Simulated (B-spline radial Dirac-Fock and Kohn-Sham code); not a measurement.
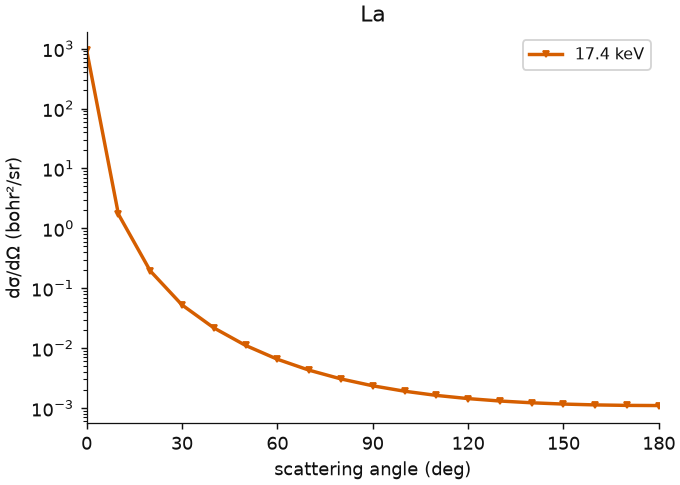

Differential cross section for elastic electron scattering against angle at 17.4 keV, computed at the marked angles. Species: atomic La. Level of theory: Dirac partial waves in the static Dirac–Fock field with Furness–McCarthy exchange, no polarisation or absorption; calculated with a B-spline radial atomic code.

What does this calculation give for the integrated and first transport cross sections at 17.4 keV, and for the share scattered backwards?

2.67 and 0.0457 bohr²; 0.36 % goes into the backward hemisphere.

By what factor does the cross section at 17.4 keV drop from 0° to 180°?

From 943 to 0.0011 bohr²/sr, a factor of 860000.

Where are the minima at 17.4 keV?

There is no marked minimum on this grid.
